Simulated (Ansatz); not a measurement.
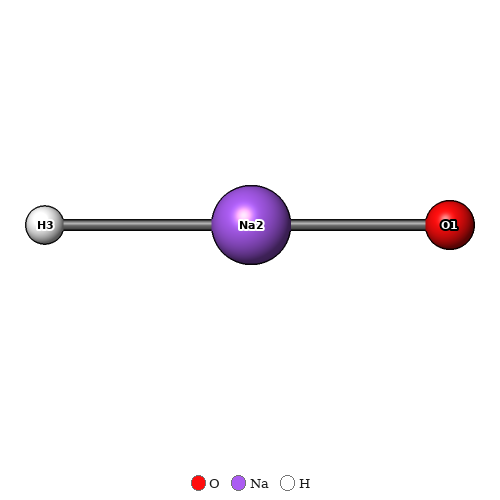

The system is O + NaH, spin multiplicity 3; the picture shows the reference structure. Coordinates scanned: (1) distance O1–Na2; (2) distance Na2–H3. Nothing is relaxed (the angle O1–Na2–H3 is fixed at 180 degrees). Grid: 16 × 16 points. Points are written as (first, second). Energies: kcal/mol, counted from the lowest grid point. Theory: Ansatz 0.2.0, UKS PBE0-D4/def2-SVPD.

Its coordinates:

```xyz
3

O    -2.1030    0.0000    0.0000
Na    0.0000    0.0000    0.0000
H     2.1840    0.0000    0.0000
```

Range: distance O1–Na2 from 1.856 to 3.856 Å; distance Na2–H3 from 1.576 to 3.576 Å.

### Predict the map.

The lowest grid point is at (2.103 Å, 2.184 Å). It is the only kind of minimum in the scanned range. The highest grid point, (3.856 Å, 3.576 Å), lies 43.3 kcal/mol above the lowest.

| distance Na2–H3 ↓, distance O1–Na2 → | 1.915 | 2.103 | 2.335 | 2.599 | 2.886 | 3.192 | 3.516 | 3.856 |
| --- | --- | --- | --- | --- | --- | --- | --- | --- |
| 3.404 | 5.6 | 3.0 | 7.6 | 15.9 | 24.1 | 31.4 | 37.2 | 41.6 |
| 3.072 | 5.3 | 2.8 | 7.2 | 14.5 | 21.7 | 28.2 | 33.5 | 37.5 |
| 2.757 | 5.1 | 2.2 | 5.8 | 12.1 | 18.4 | 24.2 | 28.8 | 32.3 |
| 2.459 | 4.3 | 1.0 | 3.8 | 9.4 | 14.8 | 19.7 | 23.7 | 26.8 |
| 2.184 | 3.6 | 0.0 | 2.2 | 7.1 | 12.3 | 16.7 | 20.1 | 22.6 |
| 1.935 | 4.6 | 0.8 | 2.6 | 7.0 | 11.6 | 15.5 | 18.5 | 20.6 |
| 1.722 | 8.9 | 5.0 | 6.7 | 10.8 | 15.1 | 18.6 | 21.3 | 23.2 |
| 1.576 | 15.8 | 11.9 | 13.6 | 17.7 | 21.9 | 25.3 | 27.8 | 29.6 |

The table holds every second grid line.

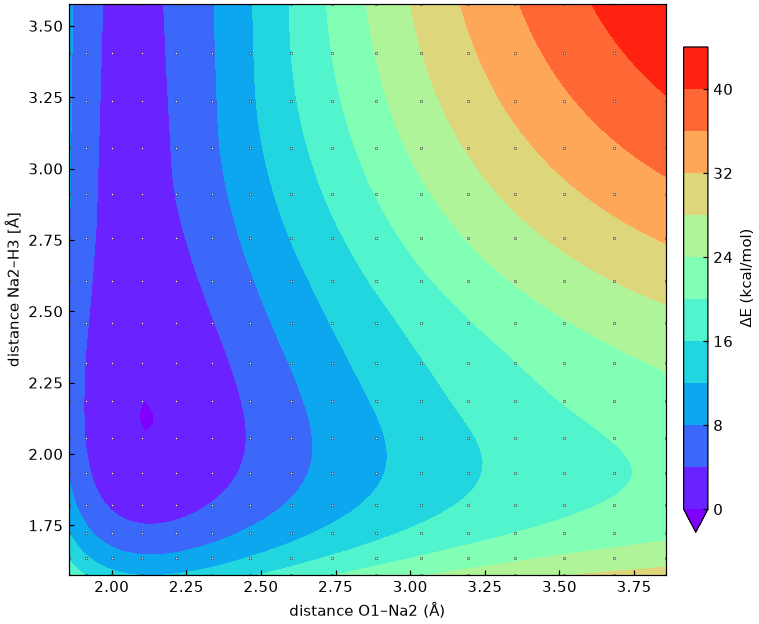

In the figure: filled contours, dots at the grid points. Between grid points the surface is interpolated.

Each point was launched as `ansatz run input.yaml --threads 1 --pin off --max-ram 2560MiB --backend cpu --events-out ev --progress --plain --runs-dir out`. The whole map (256 points run) took 47 min on 1 thread of Arm Neoverse N1, on a shared host.
